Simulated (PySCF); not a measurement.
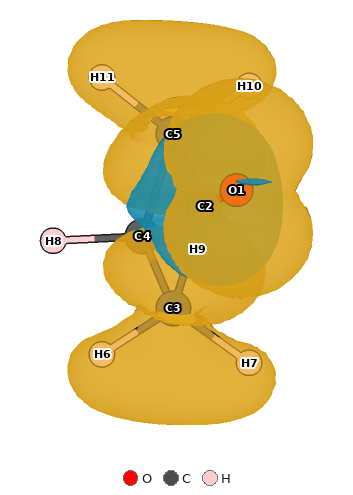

*C$_{4}$H$_{6}$O, charge +1, doublet, SMILES `[O+]=C1CCC1`. Spin density ρα − ρβ at ±0.01 e/Å³ (yellow: excess α, teal: excess β).*

Computed with PySCF, PBE0/def2-SVPD, geometry: GFN2-xTB. No frequency check shows the geometry to be a minimum. The stability of the open-shell solution wasn't checked. GFN2-xTB doesn't know the spin state, so this open-shell geometry is rough.

Cartesian coordinates (Å):

```
O1      -1.8938    0.0000    0.0003
C2      -0.7307   -0.0001   -0.0003
C3       0.3997   -1.0340   -0.0001
C4       1.5245    0.0000    0.0004
C5       0.3997    1.0340   -0.0001
H6       0.3225   -1.6394   -0.9076
H7       0.3227   -1.6394    0.9073
H8       2.1503    0.0002   -0.8874
H9       2.1504   -0.0003    0.8871
H10      0.3226    1.6394    0.9073
H11      0.3223    1.6395   -0.9075
```

Q: Where is the unpaired spin?

A: Hirshfeld spin populations: O1 +0.43, C3 and C5 +0.18 and C2 +0.10. ⟨S²⟩ = 0.76, against 0.75 for a pure state. The picture also shows regions of β spin from spin polarisation; the Hirshfeld sums, whose atoms overlap, net them against the α spin of neighbours.
